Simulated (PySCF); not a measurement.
## Electronic structure of C7H13FSi (SMILES C#CC[C@](F)(CC)[SiH2]C) in real space

Input file:

```
{"job": {"kind": "nmr", "xc": "PBE0", "basis": "pcSseg-1"}, "charge": 0, "multiplicity": 1}
C      2.891426     1.871598     0.306129
C      2.027617     1.310437     0.915659
C      0.989222     0.618745     1.644890
C      0.041225    -0.124551     0.694313
F     -0.985921    -0.642208     1.508355
C      0.762643    -1.313338     0.065122
C     -0.111190    -2.112608    -0.892210
Si    -0.781618     1.104365    -0.555651
C     -2.567381     0.569346    -0.894082
H      3.650630     2.370603    -0.217829
H      0.410897     1.342984     2.225707
H      1.445111    -0.089940     2.345165
H      1.642520    -0.930018    -0.455565
H      1.105143    -1.974203     0.868066
H     -0.359094    -1.524211    -1.772754
H     -1.032736    -2.409356    -0.397049
H      0.409985    -3.011300    -1.215266
H      0.044016     1.140721    -1.767281
H     -0.774521     2.429139     0.078069
H     -3.098128     1.347383    -1.433741
H     -3.099695     0.384796     0.034713
H     -2.620563    -0.338997    -1.486395
```

Launched as:

```sh
OMP_NUM_THREADS=1 python probes_run.py task.json out
```

Geometry: GFN2-xTB.

The calculation used PBE0/pcSseg-1, SCF density, gas phase, non-relativistic in PySCF 2.14.0.

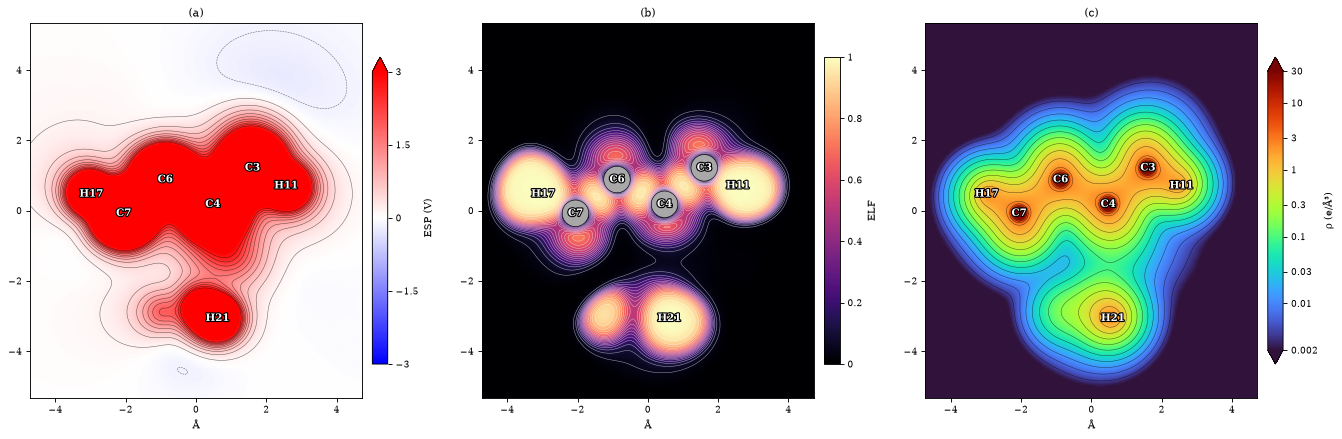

Figure 1. (a) electrostatic potential; (b) electron localisation function; (c) total electron density on the plane of atoms C3, C4 and C6. Grey discs cover the atomic cores in the ELF map.

Q: What does the map show?

A: The section cuts through C and H sites.
The potential has no marked negative region in this plane.

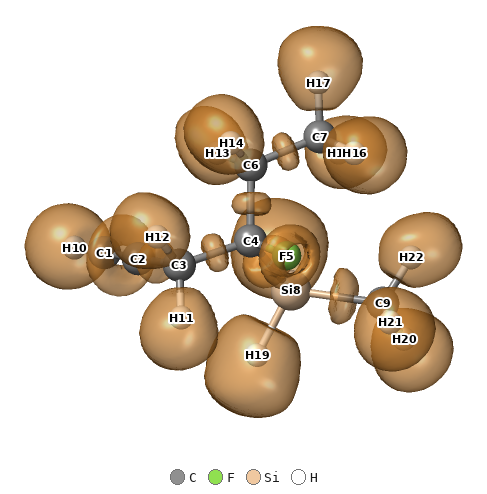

Figure 2. Isosurface of the ELF at 0.85 (orange), seen at a tilt. Only the valence region is drawn (cores and ρ < 0.01 e/Å³ removed).

Q: Describe the localisation domains.

A: At this value the surface marks out five regions between bonded C–C atoms (shared pairs), two regions between bonded C–Si atoms (shared pairs), 13 regions around hydrogen nuclei and one region wrapped around F (its lone pairs, merged into a ring or cap).


C–C (1.20 Å): the ELF peaks at about 0.85 between the atoms: a short, multiple covalent bond. C–F (1.41 Å): the ELF peaks at about 0.85 between the atoms, as expected for a shared but strongly polarised pair.

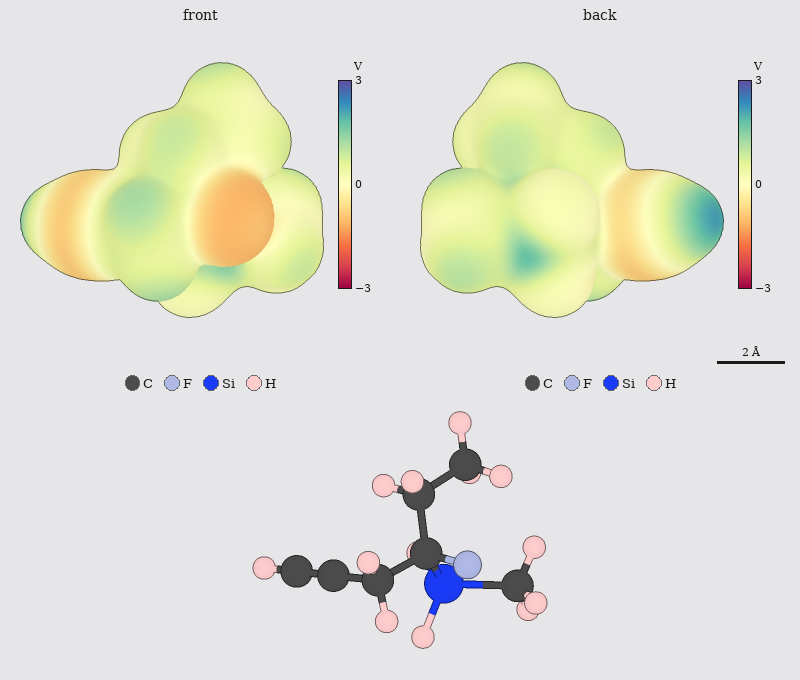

Figure 3. The molecular electrostatic potential painted on the density surface at 0.004 e/bohr³, seen from the front and from behind; red is negative and blue positive. The bare structure is drawn below in the same view.

Q: Where is the surface potential most negative and most positive?

A: The most negative region (about −1.1 V) lies over F5, the most positive (about +2.0 V) over H10.

Q: How polar is the molecule by this calculation?

A: Its dipole moment is 1.05 D.
